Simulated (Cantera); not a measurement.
Input: 1 mol MgO, 1.1 mol C, 0.078 mol CO, equilibrated at 1925 K.

Equilibrium computed with Cantera from the NASA thermochemical tables; the gas is ideal and each condensed phase is pure. Candidate condensed phases: C, Mg, MgCO3, MgO; 15 gas species. Equilibrium is a limit: real reactors are often held back by kinetics, nucleation or transport.

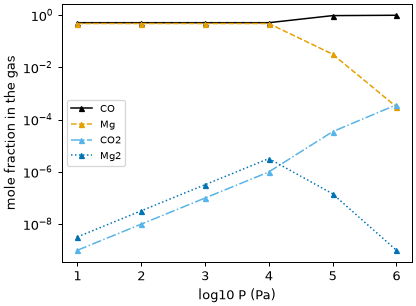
Equilibrium gas composition (values under 1e-9 drawn at 1e-9)

From 10.0 Pa to 0.100 bar the condensed part is C(graphite). From 1.00 bar to 10.0 bar the condensed part is C(graphite) + MgO(s). The main Mg-bearing gas is Mg throughout.
